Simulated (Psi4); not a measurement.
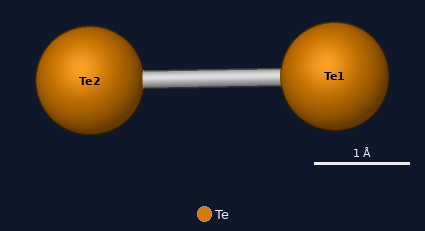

**Figure 1.** The input geometry (ball-and-stick view, seen on its broad side; atoms are numbered from 1 in the order of the input).

**Te₂ (charge −1): single-point calculation**

The run: single-point calculation of Te₂ (ditellurium), charge −1, multiplicity 2. Method and program: wB97X-3c/vDZP, UKS, core potentials vDZP (Psi4 1.11).

The geometry is that of the parent species in another charge or spin state. The geometry comes from this level: GFN2-xTB.

**Log**
```
=> Loading Basis Set <=

    Name: VDZP
    Role: ORBITAL
    Keyword: BASIS

    !!!  WARNING: ECP capability is in beta. Please check occupations closely.  !!!

   => WB97X3C: Empirical Dispersion <=

        a1 =       0.246400
        a2 =       4.737000
       alp =      16.000000
        s6 =       1.000000
        s8 =       0.000000
        s9 =       1.000000
        ga =       3.000000
        gc =       2.000000
        wf =       6.000000

         ---------------------------------------------------------
                                   SCF
                              UKS Reference
                        1 Threads,   1525 MiB Core
         ---------------------------------------------------------

  ==> Geometry <==

    Molecular point group: d2h
    Full point group: D_inf_h

    Geometry (in Angstrom), charge = -1, multiplicity = 2:

       Center              X                  Y                   Z               Mass
    ------------   -----------------  -----------------  -----------------  -----------------
         TE           0.000000000000     0.000000000000    -1.301285000000   129.906222748000
         TE           0.000000000000     0.000000000000     1.301285000000   129.906222748000

  Running in d2h symmetry.

  Rotational constants: A = ************  B =      0.03832  C =      0.03832 [cm^-1]
  Rotational constants: A = ************  B =   1148.71529  C =   1148.71529 [MHz]
  Nuclear repulsion =    7.319833696738224

  Charge       = -1
  Multiplicity = 2
  Electrons    = 13
  Nalpha       = 7
  Nbeta        = 6

  ==> Algorithm <==

  SCF Algorithm Type is DF.
  DIIS enabled.
  MOM disabled.
  Fractional occupation disabled.
  Guess Type is SAD.
  Energy threshold   = 1.00e-06
  Density threshold  = 1.00e-06
  Integral threshold = 1.00e-12

  ==> Primary Basis <==

  Basis Set: VDZP
    Blend: VDZP
    Number of shells: 10
    Number of basis functions: 26
    Number of Cartesian functions: 28
    Spherical Harmonics?: true
    Max angular momentum: 2

  Core potential: VDZP
    Number of shells: 10
    Number of ECP primitives: 14
    Number of ECP core electrons: 92
    Max angular momentum: 4

  ==> DFT Potential <==

   => LibXC <=

    Version 7.1.2

   => Composite Functional: WB97X3C <=

    Deriv               =              1
    GGA                 =           TRUE
    Meta                =          FALSE

    Exchange Hybrid     =           TRUE
    MP2 Hybrid          =          FALSE

   => Exchange-Correlation Functionals <=

    1.0000   wB97X-V range-separated functional

   => Exact (HF) Exchange <=

    0.8330            HF,LR [omega = 0.3000]
    0.1670               HF

   => LibXC Density Thresholds  <==

    XC_HYB_GGA_XC_WB97X_V:  1.00E-14

   => Molecular Quadrature <=

    Radial Scheme          =       TREUTLER
    Pruning Scheme         =           NONE
    Nuclear Scheme         =       TREUTLER

    Blocking Scheme        =         OCTREE
    BS radius alpha        =              1
    Pruning alpha          =              1
    Radial Points          =             75
    Spherical Points       =            302
    Total Points           =          41422
    Total Blocks           =            396
    Max Points             =            254
    Max Functions          =             26
    Weights Tolerance      =       1.00E-15

   => Loading Basis Set <=

    Name: (VDZP AUX)
    Role: JKFIT
    Keyword: DF_BASIS_SCF

  ==> Integral Setup <==

  DFHelper Memory: AOs need 0.008 GiB; user supplied 1.086 GiB.
  SCF_SUBTYPE=INCORE selected. In-core MEM_DF algorithm will be used.
  Using in-core AOs.

  ==> MemDFJK: Density-Fitted J/K Matrices <==

    J tasked:                   Yes
    K tasked:                   Yes
    wK tasked:                  Yes
    Omega:                3.000E-01
    Memory [MiB]:              1111
    Algorithm:                 Core
    Schwarz Cutoff:           1E-12
    Mask sparsity (%):       0.0000
    Fitting Condition:        1E-10

   => Auxiliary Basis Set <=

  Basis Set: (VDZP AUX)
    Blend: DEF2-UNIVERSAL-JKFIT
    Number of shells: 92
    Number of basis functions: 436
    Number of Cartesian functions: 618
    Spherical Harmonics?: true
    Max angular momentum: 5

  Cached 100.0% of DFT collocation blocks in 0.032 [GiB].

  Minimum eigenvalue in the overlap matrix is 7.8811541523E-02.
  Reciprocal condition number of the overlap matrix is 2.9056365467E-02.
    Using symmetric orthogonalization.

  ==> Pre-Iterations <==

  SCF Guess: Superposition of Atomic Densities via on-the-fly atomic UHF (no occupation information).

   -------------------------
    Irrep   Nso     Nmo
   -------------------------
     Ag         6       6
     B1g        1       1
     B2g        3       3
     B3g        3       3
     Au         1       1
     B1u        6       6
     B2u        3       3
     B3u        3       3
   -------------------------
    Total      26      26
   -------------------------

  ==> Iterations <==

                           Total Energy        Delta E     RMS |[F,P]|

   @DF-UKS iter SAD:   -15.04467296399890   -1.50447e+01   0.00000e+00
   @DF-UKS iter   1:   -16.24278906520591   -1.19812e+00   9.49537e-03 ADIIS/DIIS
   @DF-UKS iter   2:   -16.25179540936484   -9.00634e-03   3.41151e-03 ADIIS/DIIS
   @DF-UKS iter   3:   -16.25318712342112   -1.39171e-03   7.23995e-04 ADIIS/DIIS
   @DF-UKS iter   4:   -16.25329549313560   -1.08370e-04   1.36075e-04 ADIIS/DIIS
   @DF-UKS iter   5:   -16.25330081381838   -5.32068e-06   2.15000e-05 DIIS
   @DF-UKS iter   6:   -16.25330094596335   -1.32145e-07   2.05351e-06 DIIS
   @DF-UKS iter   7:   -16.25330094705109   -1.08774e-09   2.83703e-07 DIIS
  Energy and wave function converged.

  ==> Post-Iterations <==

   Electrons on quadrature grid:
      Nalpha   =    6.9999965372 ; deviation = -3.463e-06
      Nbeta    =    5.9999971046 ; deviation = -2.895e-06
      Ntotal   =   12.9999936418 ; deviation = -6.358e-06

   @Spin Contamination Metric:   7.678470811E-03
   @S^2 Expected:                7.500000000E-01
   @S^2 Observed:                7.576784708E-01
   @S   Expected:                5.000000000E-01
   @S   Observed:                5.000000000E-01

    Orbital Energies [Eh]
    ---------------------

    Alpha Occupied:

       1Ag    -0.559029     1B1u   -0.439468     2Ag    -0.179881
       1B2u   -0.171109     1B3u   -0.150543     1B3g   -0.083190
       1B2g   -0.059826

    Alpha Virtual:

       2B1u    0.246705     3Ag     0.412406     1B1g    0.412999
       2B2u    0.423798     2B3u    0.436650     4Ag     0.477219
       3B1u    0.531582     1Au     0.531750     4B1u    0.623940
       2B3g    0.627371     2B2g    0.640889     5Ag     5.860053
       5B1u    7.826282     3B2u    8.163993     3B3u    8.176065
       6Ag     9.230928     3B3g    9.370517     3B2g    9.384036
       6B1u   10.322859

    Beta Occupied:

       1Ag    -0.545032     1B1u   -0.411494     2Ag    -0.171153
       1B3u   -0.145721     1B2u   -0.118782     1B2g   -0.052920

    Beta Virtual:

       1B3g    0.146579     2B1u    0.254135     3Ag     0.421692
       1B1g    0.421871     2B3u    0.438136     2B2u    0.444990
       4Ag     0.481995     3B1u    0.548822     1Au     0.548974
       4B1u    0.630611     2B2g    0.643264     2B3g    0.645081
       5Ag     5.863328     5B1u    7.829356     3B2u    8.169237
       3B3u    8.177288     6Ag     9.232295     3B3g    9.377739
       3B2g    9.385702     6B1u   10.324669

    Final Occupation by Irrep:
             Ag   B1g   B2g   B3g    Au   B1u   B2u   B3u
    DOCC [     2,    0,    1,    0,    0,    1,    1,    1 ]
    SOCC [     0,    0,    0,    1,    0,    0,    0,    0 ]
    NA   [     2,    0,    1,    1,    0,    1,    1,    1 ]
    NB   [     2,    0,    1,    0,    0,    1,    1,    1 ]

  @DF-UKS Final Energy:   -16.25330094705109

   => Energetics <=

    Nuclear Repulsion Energy =              7.3198336967382236
    One-Electron Energy =                 -43.1065950169319905
    Two-Electron Energy =                  21.3248233820514628
    DFT Exchange-Correlation Energy =      -1.7882815296776291
    Empirical Dispersion Energy =          -0.0030814792311529
    VV10 Nonlocal Energy =                  0.0000000000000000
    Total Energy =                        -16.2533009470510876

  UHF NO Occupations:
  HONO-2 :    1B1u 1.9995419
  HONO-1 :    1B2u 1.9969463
  HONO-0 :    1B3g 1.0000000
  LUNO+0 :    2B2u 0.0030537
  LUNO+1 :    2B1u 0.0004581
  LUNO+2 :    3 Ag 0.0003179
  LUNO+3 :    2B3u 0.0000094

Computation Completed

Properties will be evaluated at   0.000000,   0.000000,   0.000000 [a0]

Properties computed using the SCF density matrix

 Multipole Moments:

 ------------------------------------------------------------------------------------
     Multipole            Electronic (a.u.)      Nuclear  (a.u.)        Total (a.u.)
 ------------------------------------------------------------------------------------

 L = 1.  Multiply by 2.5417464519 to convert [e a0] to [Debye]
 Dipole X            :          0.0000000            0.0000000            0.0000000
 Dipole Y            :          0.0000000            0.0000000            0.0000000
 Dipole Z            :          0.0000000            0.0000000            0.0000000
 Magnitude           :                                                    0.0000000

 ------------------------------------------------------------------------------------

	total time  =          2 seconds =       0.03 minutes
```

The run was set up as follows.

**Input (te2.py)**
```python
import psi4

psi4.set_memory(1600000000)
psi4.set_num_threads(1)
psi4.core.set_output_file('output.dat', False)

mol = psi4.geometry("""
-1 2
Te     0.000000     0.000000     0.000000
Te     0.000000     0.000000     2.602570
""")

psi4.set_options({
    'reference': 'uks',
    'scf_type': 'df',
})

energy_value = psi4.energy('wb97x-3c')
print(f'total energy {energy_value:.8f} hartree = {energy_value * 27.211386:.5f} eV')
```

Command:
```bash
python te2.py
```

**Key numbers**

```json
{"quantity": "outcome", "value": "converged"}
{"quantity": "total energy", "value": "−16.253301 hartree"}
{"quantity": "dispersion energy", "value": "−0.003081 hartree"}
{"quantity": "basis functions", "value": "26"}
{"quantity": "⟨S²⟩", "value": "0.758"}
{"quantity": "hardware", "value": "1 thread of Intel Xeon (Granite Rapids), 64 GiB of memory available, shared host"}
{"quantity": "wall time", "value": "3.3 s"}
{"quantity": "peak memory", "value": "0.23 GiB"}
```
